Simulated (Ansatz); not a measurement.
# SiH₄ + NH₃ + NH₃: a complex and its separated parts, part 3 of 3

Ansatz 0.2.0, Gaussian basis. Earlier steps stand in the parts before.

### 19 RPA on PBE/def2-TZVPP

The inputs:

parta/in.yaml

```yaml
crystal:
  periodic: [false, false, false]
  atoms:
    - {symbol: Si, position_ang: [-1.401108, -1.234573, 0.896726]}
    - {symbol: H, position_ang: [-1.326891, -1.250957, -0.586035]}
    - {symbol: H, position_ang: [-1.762270, -2.587877, 1.389212]}
    - {symbol: H, position_ang: [-0.082435, -0.840699, 1.453832]}
    - {symbol: H, position_ang: [-2.432744, -0.258649, 1.329844]}
basis:
  gaussian: {orbitals: def2-TZVPP}
hamiltonian: {xc: pbe}
correlation: {method: rpa}
```

partb/in.yaml

```yaml
crystal:
  periodic: [false, false, false]
  atoms:
    - {symbol: H, position_ang: [0.284344, 1.234517, -0.467605]}
    - {symbol: N, position_ang: [-0.644895, 1.399433, -0.100681]}
    - {symbol: H, position_ang: [-0.565840, 2.137620, 0.587898]}
    - {symbol: H, position_ang: [-1.205063, 1.762168, -0.862227]}
basis:
  gaussian: {orbitals: def2-TZVPP}
hamiltonian: {xc: pbe}
correlation: {method: rpa}
```

partc/in.yaml

```yaml
crystal:
  periodic: [false, false, false]
  atoms:
    - {symbol: H, position_ang: [1.902656, -0.584263, -0.200679]}
    - {symbol: N, position_ang: [2.098863, 0.121567, -0.899691]}
    - {symbol: H, position_ang: [3.045858, 0.442670, -0.740149]}
    - {symbol: H, position_ang: [2.089524, -0.340855, -1.800445]}
basis:
  gaussian: {orbitals: def2-TZVPP}
hamiltonian: {xc: pbe}
correlation: {method: rpa}
```

Each run has its own folder and the same command.

Command:

```bash
$ ansatz run in.yaml --threads 4 --pin off --events-out ev --progress --plain --max-ram 9574MiB
```

parta printed (excerpt; [...] marks lines left out):

```text
Functional definition: PBE
  name "PBE"
  cite "Perdew, Burke & Ernzerhof, Phys. Rev. Lett. 77, 3865 (1996) doi:10.1103/PhysRevLett.77.3865"
  parent pbe
[...]
537 factors; integrals over basis functions are off by at most 9.5e-4 eV
[...]
mean field -7938.15287792 eV, -291.7217375901 hartree, gradient 6.2e-7 eV, S^2 0.000000; 0 other end points of the search recorded, 0 dependent functions left out
5 core orbitals not correlated: weight in the atoms' cores, before any rotation towards them, 1.000 or more for the frozen orbitals, at most 0.000 for the correlated occupied ones
reference -7925.04971944 eV, -291.2402053976 hartree; 4, 4 occupied and 89, 89 virtual orbitals, 537 factors
Total energy: -7933.57984811 eV, -291.5536818445 hartree
```

Log of partb (excerpt; [...] marks lines left out):

```text
[... 4 set-up lines as earlier in the session ...]
[...]
416 factors; integrals over basis functions are off by at most 1.0e-3 eV
[...]
mean field -1537.73151693 eV, -56.5105909352 hartree, gradient 7.1e-6 eV, S^2 0.000000; 0 other end points of the search recorded, 0 dependent functions left out
1 core orbitals not correlated: weight in the atoms' cores, before any rotation towards them, 1.000 or more for the frozen orbitals, at most 0.000 for the correlated occupied ones
reference -1529.64066261 eV, -56.2132575231 hartree; 4, 4 occupied and 68, 68 virtual orbitals, 416 factors
Total energy: -1540.11753715 eV, -56.5982755610 hartree
```

partc printed (excerpt; [...] marks lines left out):

```text
[... 4 set-up lines as earlier in the session ...]
[...]
416 factors; integrals over basis functions are off by at most 1.1e-3 eV
[...]
mean field -1537.73150135 eV, -56.5105903627 hartree, gradient 7.1e-6 eV, S^2 0.000000; 0 other end points of the search recorded, 0 dependent functions left out
1 core orbitals not correlated: weight in the atoms' cores, before any rotation towards them, 1.000 or more for the frozen orbitals, at most 0.000 for the correlated occupied ones
reference -1529.64068034 eV, -56.2132581747 hartree; 4, 4 occupied and 68, 68 virtual orbitals, 416 factors
Total energy: -1540.11748325 eV, -56.5982735802 hartree
```

Wall times: 0.51 s (parta), 0.4 s (partb), 0.4 s (partc) on 4 threads of Arm Neoverse V1, shared host.

### 20 CCSD(T)/def2-TZVPP

The same edit goes into each in.yaml of step 19 (parta, partb, partc):

```diff
-hamiltonian: {xc: pbe}
-correlation: {method: rpa}
+correlation: {method: ccsd_t}
```

The same command starts each run, in its folder.

Command:

```bash
$ ansatz run in.yaml --threads 4 --pin off --events-out ev --progress --plain --max-ram 9574MiB
```

Output in parta (excerpt; [...] marks lines left out):

```text
Functional definition: HF
  name "HF"
  cite "Fock, Z. Phys. 61, 126 (1930) doi:10.1007/BF01340294"
[... 1 set-up line as earlier in the session ...]
[...]
537 factors; integrals over basis functions are off by at most 9.5e-4 eV
[...]
mean field -7925.54415102 eV, -291.2583754233 hartree, gradient 1.8e-6 eV, S^2 0.000000; 0 other end points of the search recorded, 0 dependent functions left out
5 core orbitals not correlated: weight in the atoms' cores, before any rotation towards them, 1.000 or more for the frozen orbitals, at most 0.000 for the correlated occupied ones
reference -7925.54415102 eV, -291.2583754233 hartree; 4, 4 occupied and 89, 89 virtual orbitals, 537 factors
second order -3.90715153 eV of doubles, -0.00000000 eV of singles
cycle   1  -4.49744083 eV  change   -5.9e-1 eV  update   5.5e-2
[...]
cycle   8  -4.71918709 eV  change   -6.3e-7 eV  update   3.7e-6
perturbative correction -0.10445143 eV, -0.0038385194 hartree
Total energy: -7930.36778954 eV, -291.4356408692 hartree
```

Log of partb (excerpt; [...] marks lines left out):

```text
[... 4 set-up lines as earlier in the session ...]
[...]
416 factors; integrals over basis functions are off by at most 1.0e-3 eV
[...]
mean field -1529.85249917 eV, -56.2210423731 hartree, gradient 4.0e-6 eV, S^2 0.000000; 0 other end points of the search recorded, 0 dependent functions left out
1 core orbitals not correlated: weight in the atoms' cores, before any rotation towards them, 1.000 or more for the frozen orbitals, at most 0.000 for the correlated occupied ones
reference -1529.85249917 eV, -56.2210423731 hartree; 4, 4 occupied and 68, 68 virtual orbitals, 416 factors
second order -6.38828626 eV of doubles, -0.00000000 eV of singles
cycle   1  -6.57734032 eV  change   -1.9e-1 eV  update   3.9e-2
[...]
cycle   9  -6.72923360 eV  change    3.2e-6 eV  update   2.3e-6
perturbative correction -0.20701998 eV, -0.0076078441 hartree
Total energy: -1536.78875275 eV, -56.4759449906 hartree
```

Output in partc (excerpt; [...] marks lines left out):

```text
[... 4 set-up lines as earlier in the session ...]
[...]
416 factors; integrals over basis functions are off by at most 1.1e-3 eV
[...]
mean field -1529.85250692 eV, -56.2210426579 hartree, gradient 4.0e-6 eV, S^2 0.000000; 0 other end points of the search recorded, 0 dependent functions left out
1 core orbitals not correlated: weight in the atoms' cores, before any rotation towards them, 1.000 or more for the frozen orbitals, at most 0.000 for the correlated occupied ones
reference -1529.85250692 eV, -56.2210426579 hartree; 4, 4 occupied and 68, 68 virtual orbitals, 416 factors
second order -6.38825232 eV of doubles, -0.00000000 eV of singles
cycle   1  -6.57730779 eV  change   -1.9e-1 eV  update   3.9e-2
[...]
cycle   9  -6.72919789 eV  change    3.1e-6 eV  update   2.3e-6
perturbative correction -0.20701430 eV, -0.0076076351 hartree
Total energy: -1536.78871910 eV, -56.4759437543 hartree
```

Times: 0.6 s (parta), 0.65 s (partb), 0.55 s (partc) on 4 threads of Arm Neoverse V1, shared host.

### 21 CCSD(T)/def2-QZVPP

Each input of step 20 (parta, partb, partc) changes in the same lines:

```diff
-  gaussian: {orbitals: def2-TZVPP}
+  gaussian: {orbitals: "def2-QZVPP.json"}
```

The basis file named in the input lies beside it (Basis Set Exchange, JSON).

One command serves all of them, each in its own folder.

Command:

```bash
$ ansatz run in.yaml --threads 4 --pin off --events-out ev --progress --plain --max-ram 9574MiB
```

Log of parta (excerpt; [...] marks lines left out):

```text
[... 4 set-up lines as earlier in the session ...]
[...]
1096 factors; integrals over basis functions are off by at most 1.1e-3 eV
[...]
mean field -7925.80107764 eV, -291.2678173024 hartree, gradient 2.1e-6 eV, S^2 0.000000; 0 other end points of the search recorded, 0 dependent functions left out
5 core orbitals not correlated: weight in the atoms' cores, before any rotation towards them, 1.000 or more for the frozen orbitals, at most 0.000 for the correlated occupied ones
reference -7925.80107764 eV, -291.2678173024 hartree; 4, 4 occupied and 181, 181 virtual orbitals, 1096 factors
second order -4.16785651 eV of doubles, -0.00000000 eV of singles
cycle   1  -4.69515344 eV  change   -5.3e-1 eV  update   5.4e-2
[...]
cycle   8  -4.91757373 eV  change   -8.3e-6 eV  update   4.9e-6
perturbative correction -0.11696103 eV, -0.0042982387 hartree
Total energy: -7930.83561240 eV, -291.4528330423 hartree
```

Log of partb (excerpt; [...] marks lines left out):

```text
[... 4 set-up lines as earlier in the session ...]
[...]
868 factors; integrals over basis functions are off by at most 6.7e-4 eV
[...]
mean field -1529.94359108 eV, -56.2243899391 hartree, gradient 8.6e-6 eV, S^2 0.000000; 0 other end points of the search recorded, 0 dependent functions left out
1 core orbitals not correlated: weight in the atoms' cores, before any rotation towards them, 1.000 or more for the frozen orbitals, at most 0.000 for the correlated occupied ones
reference -1529.94359108 eV, -56.2243899391 hartree; 4, 4 occupied and 142, 142 virtual orbitals, 868 factors
second order -6.84234341 eV of doubles, -0.00000000 eV of singles
cycle   1  -6.94207838 eV  change   -1.0e-1 eV  update   4.1e-2
[...]
cycle   9  -7.10349058 eV  change    2.3e-6 eV  update   3.8e-6
perturbative correction -0.23806598 eV, -0.0087487634 hartree
Total energy: -1537.28514763 eV, -56.4941871662 hartree
```

partc printed (excerpt; [...] marks lines left out):

```text
[... 4 set-up lines as earlier in the session ...]
[...]
868 factors; integrals over basis functions are off by at most 9.8e-4 eV
[...]
mean field -1529.94360220 eV, -56.2243903477 hartree, gradient 8.6e-6 eV, S^2 0.000000; 0 other end points of the search recorded, 0 dependent functions left out
1 core orbitals not correlated: weight in the atoms' cores, before any rotation towards them, 1.000 or more for the frozen orbitals, at most 0.000 for the correlated occupied ones
reference -1529.94360220 eV, -56.2243903477 hartree; 4, 4 occupied and 142, 142 virtual orbitals, 868 factors
second order -6.84231833 eV of doubles, -0.00000000 eV of singles
cycle   1  -6.94205403 eV  change   -1.0e-1 eV  update   4.1e-2
[...]
cycle   9  -7.10346251 eV  change    1.6e-6 eV  update   3.8e-6
perturbative correction -0.23806203 eV, -0.0087486181 hartree
Total energy: -1537.28512673 eV, -56.4941863980 hartree
```

Wall times: 6.5 s (parta), 4.7 s (partb), 4.4 s (partc) on 4 threads of Arm Neoverse V1, shared host; peak memory 1.9 GiB.

### 22 Vibrations of SiH₄

Contents of vib-parta/in.yaml:

```yaml
crystal:
  periodic: [false, false, false]
  atoms:
    - {symbol: Si, position_ang: [-1.401108, -1.234573, 0.896726]}
    - {symbol: H, position_ang: [-1.326891, -1.250957, -0.586035]}
    - {symbol: H, position_ang: [-1.762270, -2.587877, 1.389212]}
    - {symbol: H, position_ang: [-0.082435, -0.840699, 1.453832]}
    - {symbol: H, position_ang: [-2.432744, -0.258649, 1.329844]}
basis:
  gaussian: {orbitals: def2-TZVP}
hamiltonian: {xc: pbe0, dispersion: d4}
phonons: {temperatures: {t_min: 298.15, t_max: 900, t_step: 200}}
```

Command:

```bash
$ ansatz run in.yaml --threads 4 --pin off --events-out ev --progress --plain --max-ram 9574MiB
```

Output (excerpt; [...] marks lines left out):

```text
[... 5 set-up lines as earlier in the session ...]
[...]
444 factors; their error is unknown
[...]
mean field -7939.08540059 eV, -291.7560071662 hartree, gradient 2.9e-5 eV, S^2 0.000000; 0 other end points of the search recorded, 0 dependent functions left out
[...]
Atom 2 at    -1.762270    -2.587877     1.389212 Å, force     0.000013    -0.000158     0.000060 eV/Å
Atom 3 at    -0.082435    -0.840699     1.453832 Å, force     0.000241    -0.000098     0.000258 eV/Å
Atom 4 at    -2.432744    -0.258649     1.329844 Å, force    -0.000728     0.000531     0.000283 eV/Å
Dipole moment:    -0.000020    -0.000021     0.000010 e Å
Vibrations: 906.73 906.75 906.75 968.54 968.56 2235.52 2245.11 2245.16 2245.26 cm⁻¹, zero-point energy 0.844851 eV
```

It took 5.5 s on 4 threads of Arm Neoverse V1, shared host.

Wavenumbers and character of the modes:

```tsv
mode	wavenumber (cm⁻¹)	character
1	907	bend
2	907	bend
3	907	bend
4	969	bend
5	969	bend
6	2236	Si–H stretch
7	2245	Si–H stretch
8	2245	Si–H stretch
9	2245	Si–H stretch
```

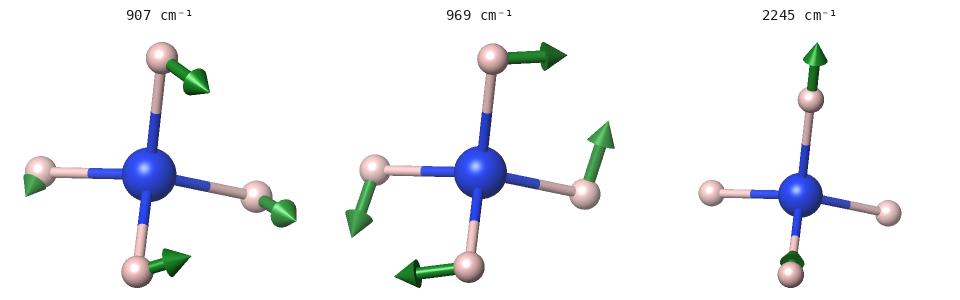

How the atoms move in 3 of the modes.

Vibrational sums (real modes only):

```tsv
T (K)	entropy (J/mol/K)	heat capacity (J/mol/K)
298	2.6	9.7
498	11.5	25.7
698	22.2	38.0
898	32.9	47.1
```

### 23 Vibrations of NH₃

Contents of vib-partb/in.yaml:

```yaml
crystal:
  periodic: [false, false, false]
  atoms:
    - {symbol: H, position_ang: [0.284344, 1.234517, -0.467605]}
    - {symbol: N, position_ang: [-0.644895, 1.399433, -0.100681]}
    - {symbol: H, position_ang: [-0.565840, 2.137620, 0.587898]}
    - {symbol: H, position_ang: [-1.205063, 1.762168, -0.862227]}
basis:
  gaussian: {orbitals: def2-TZVP}
hamiltonian: {xc: pbe0, dispersion: d4}
phonons: {temperatures: {t_min: 298.15, t_max: 900, t_step: 200}}
```

Command:

```bash
$ ansatz run in.yaml --threads 4 --pin off --events-out ev --progress --plain --max-ram 9574MiB
```

Output (excerpt; [...] marks lines left out):

```text
[... 5 set-up lines as earlier in the session ...]
[...]
287 factors; their error is unknown
[...]
mean field -1537.79931149 eV, -56.5130823394 hartree, gradient 1.4e-5 eV, S^2 0.000000; 0 other end points of the search recorded, 0 dependent functions left out
[...]
Atom 1 at    -0.644895     1.399433    -0.100681 Å, force    -0.000122    -0.000003    -0.000124 eV/Å
Atom 2 at    -0.565840     2.137620     0.587898 Å, force     0.000151    -0.000235    -0.000418 eV/Å
Atom 3 at    -1.205063     1.762168    -0.862227 Å, force     0.000467    -0.000107     0.000363 eV/Å
Dipole moment:     0.140184     0.292798    -0.137604 e Å
Vibrations: 1030.87 1669.55 1669.57 3502.19 3631.30 3631.34 cm⁻¹, zero-point energy 0.938239 eV
```

It took 2.6 s on 4 threads of Arm Neoverse V1, shared host.

The modes, with what each moves most:

```tsv
mode	wavenumber (cm⁻¹)	character
1	1031	bend
2	1670	bend
3	1670	bend
4	3502	N–H stretch
5	3631	N–H stretch
6	3631	N–H stretch
```

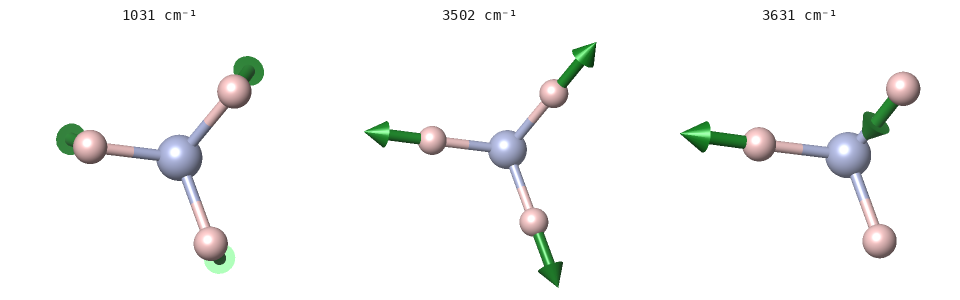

How the atoms move in 3 of the modes.

Vibrational sums (real modes only):

```tsv
T (K)	entropy (J/mol/K)	heat capacity (J/mol/K)
298	0.4	1.8
498	2.6	7.4
698	6.0	13.4
898	10.0	18.8
```

### 24 Vibrations of NH₃

Contents of vib-partc/in.yaml:

```yaml
crystal:
  periodic: [false, false, false]
  atoms:
    - {symbol: H, position_ang: [1.902656, -0.584263, -0.200679]}
    - {symbol: N, position_ang: [2.098863, 0.121567, -0.899691]}
    - {symbol: H, position_ang: [3.045858, 0.442670, -0.740149]}
    - {symbol: H, position_ang: [2.089524, -0.340855, -1.800445]}
basis:
  gaussian: {orbitals: def2-TZVP}
hamiltonian: {xc: pbe0, dispersion: d4}
phonons: {temperatures: {t_min: 298.15, t_max: 900, t_step: 200}}
```

Command:

```bash
$ ansatz run in.yaml --threads 4 --pin off --events-out ev --progress --plain --max-ram 9574MiB
```

Output (excerpt; [...] marks lines left out):

```text
[... 5 set-up lines as earlier in the session ...]
[...]
287 factors; their error is unknown
[...]
mean field -1537.79931104 eV, -56.5130823230 hartree, gradient 1.4e-5 eV, S^2 0.000000; 0 other end points of the search recorded, 0 dependent functions left out
[...]
Atom 1 at     2.098863     0.121567    -0.899691 Å, force     0.001431     0.002750     0.001553 eV/Å
Atom 2 at     3.045858     0.442670    -0.740149 Å, force    -0.001609    -0.000794    -0.000692 eV/Å
Atom 3 at     2.089524    -0.340855    -1.800445 Å, force     0.000052    -0.001395     0.001453 eV/Å
Dipole moment:     0.231925    -0.265061    -0.013224 e Å
Vibrations: 1030.36 1669.41 1669.68 3502.13 3631.15 3631.54 cm⁻¹, zero-point energy 0.938205 eV
```

Run time: 2.8 s. Hardware: 4 threads of Arm Neoverse V1, shared host.

Wavenumbers and character of the modes:

```tsv
mode	wavenumber (cm⁻¹)	character
1	1030	bend
2	1669	bend
3	1670	bend
4	3502	N–H stretch
5	3631	N–H stretch
6	3632	N–H stretch
```

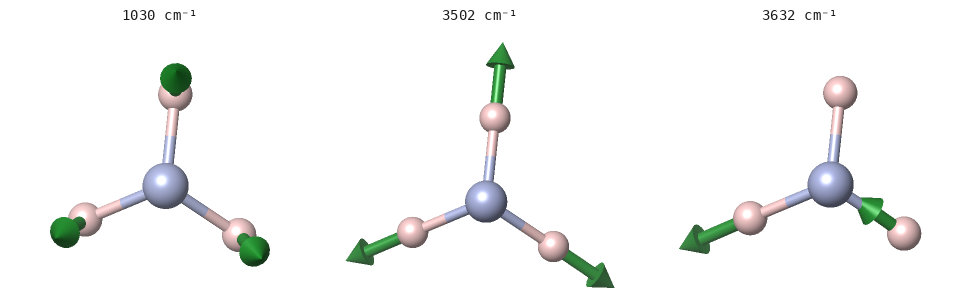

How the atoms move in 3 of the modes.

Vibrational sums (real modes only):

```tsv
T (K)	entropy (J/mol/K)	heat capacity (J/mol/K)
298	0.4	1.8
498	2.6	7.4
698	6.0	13.4
898	10.1	18.8
```

### 25 Complex less separated parts

The complex's own energies come from single points at the same levels.

Rows are in def2-TZVPP; times add the 4 runs of a level on a shared host, so small differences are noise.

Differences are taken before rounding.

```tsv
method	rung	complex less parts (kcal/mol)	from CCSD(T) (kcal/mol)	time
SPW92	LDA	-13.4	-6.9	2.3 s
PBE-D4	GGA	-8.9	-2.4	3.1 s
BLYP-D4	GGA	-7.5	-0.9	2.6 s
r2SCAN-D4	meta-GGA	-7.4	-0.9	4.5 s
B97M-V	meta-GGA	-7.6	-1.1	8.6 s
PBE0-D4	hybrid	-8.1	-1.6	3.3 s
B3LYP-D4	hybrid	-7.4	-0.9	4.4 s
r2SCAN0-D4	hybrid	-7.4	-0.9	6.2 s
BHLYP-D4	hybrid	-7.3	-0.8	4.4 s
CAM-B3LYP-D4	range-separated hybrid	-7.6	-1.1	5.2 s
wB97X-V	range-separated hybrid	-7.2	-0.7	9.7 s
wB97M-V	range-separated hybrid	-7.8	-1.3	9.8 s
B2PLYP	double hybrid	-5.3	+1.2	9.2 s
PBE-QIDH	double hybrid	-6.6	-0.1	4.9 s
RPA on PBE	RPA	-5.3	+1.2	5.5 s
Hartree-Fock	wavefunction	-1.0	+5.5	
MP2	wavefunction	-6.8	-0.3	
CCSD	wavefunction	-5.7	+0.9	
CCSD(T)	wavefunction	-6.5	0	92 s
```

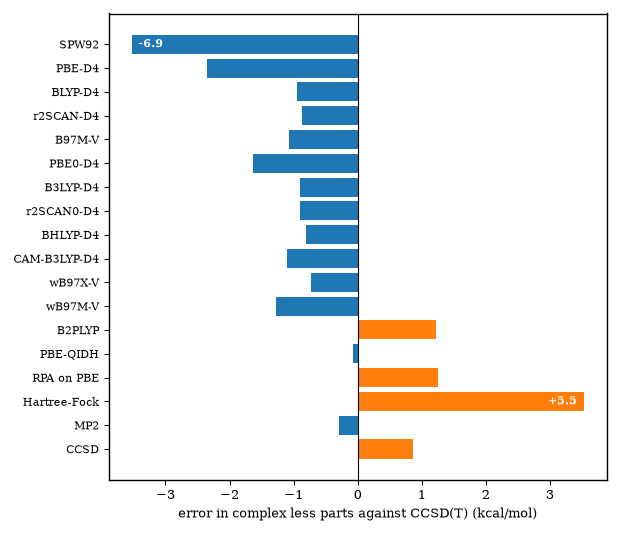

Error of each method against CCSD(T). Bars with a number in them are cut short.

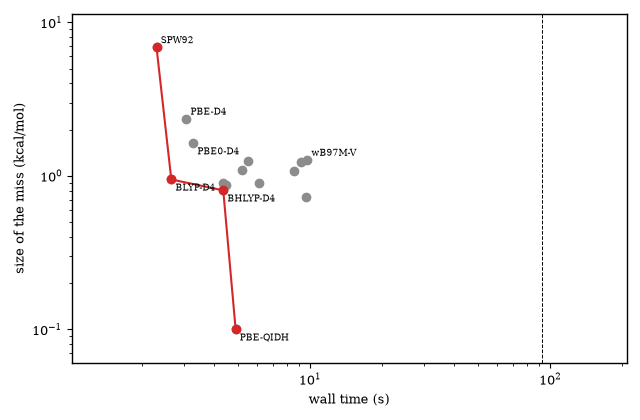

Miss against cost. Red marks the levels that no quicker level drawn beats (of those quicker than the yardstick), and the dashed line is the time of CCSD(T). Only those levels and the largest misses are named. Misses under 0.1 kcal/mol are drawn at that value. Times are from a shared host.

PBE-QIDH reaches 0.1 kcal/mol from the reference in 4.9 s, where CCSD(T) took 92 s; the quickest level in the cost chart, SPW92, takes 2.3 s and misses by 6.9 kcal/mol.

The complex's zero-point energy, from a separate PBE0-D4 run, is 2.865 eV.

### 26 Results

What follows sums up all 3 parts.

| quantity | value |
| --- | --- |
| complex less parts, CCSD(T)/def2-TZVPP | -6.5 kcal/mol |
| with zero-point energy | -3.2 kcal/mol |
| largest T1 diagnostic | 0.011 |

At CCSD(T) the complex lies 6.5 kcal/mol below its parts. PBE-QIDH is the best functional here (-0.1 kcal/mol from CCSD(T)); SPW92 is the worst (-6.9 kcal/mol). By rung, the mean size of the error is: LDA 6.9, GGA 1.7, meta-GGA 1.0, hybrid 1.1, range-separated hybrid 1.0, double hybrid 0.6 kcal/mol. The double hybrids carry no dispersion term here, unlike the levels marked D4 or V. PBE-D4 gives a relative energy 2.4 kcal/mol too low, outside chemical accuracy (1 kcal/mol). No counterpoise was applied, and triple zeta lacks some correlation, so the CCSD(T) reference has a basis error of its own, and close matches with it are partly luck.
